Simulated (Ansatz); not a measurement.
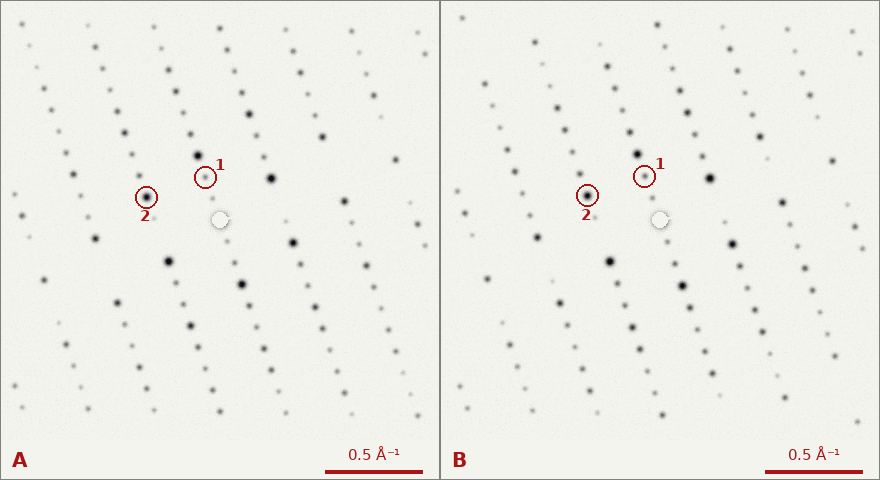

Kinematic electron diffraction patterns (300 kV, B = 0.5 Å², same scale) along [110] of the run's own cell, for the start and the end of one relaxation of Sn3H2 with Ansatz 0.2.0, DFT PBE, scalar-relativistic, plane waves, PAW. k mesh 12×12×6. The start is a generated model structure, and the relaxation ends in the nearest stationary point of its symmetry, not necessarily the ground state. Spot 1 is 0 0 -2 and spot 2 is -1 1 -2 in both.

Start structure:

```yaml
crystal:
  lattice:
    - [3.67329, 0.00000, 0.00000]
    - [-1.83665, 3.18116, 0.00000]
    - [0.00000, 0.00000, 8.34116]
  atoms:
    - { symbol: Sn, position: [0.00000, 0.00000, 0.00000] }
    - { symbol: Sn, position: [0.33333, 0.66667, 0.70129] }
    - { symbol: Sn, position: [0.66667, 0.33333, 0.29871] }
    - { symbol: H, position: [0.33333, 0.66667, 0.36822] }
    - { symbol: H, position: [0.66667, 0.33333, 0.63178] }
```

Which pattern belongs to the start structure, and which to the relaxed one?

B is the start: its cell gives d(1) = 4.171 Å, d(2) = 2.529 Å and an angle of 52.7°. A is the relaxed structure, with d(1) = 4.266 Å (+2.3 %), d(2) = 2.519 Å (-0.4 %) and 53.8°.

Name reflections whose intensity changes strongly on relaxation.

1 -1 -5 goes from 14 to 7.7 % of the strongest spot; 0 0 6 goes from 6.6 to 12 % of the strongest spot; 0 0 4 goes from 16 to 9.3 % of the strongest spot.

Summarise the relaxation behind the change.

The volume changed by -1.5 % to 19.20 Å³ an atom; with the mean shift removed, the atoms moved by up to 0.26 Å relative to the cell (H most); the space group stayed P-3m1 (No. 164); the free energy fell by 2 meV an atom. Relaxed cell: a = 3.605 Å, b = 3.605 Å, c = 8.532 Å, α = 90.00°, β = 90.00°, γ = 120.00°.
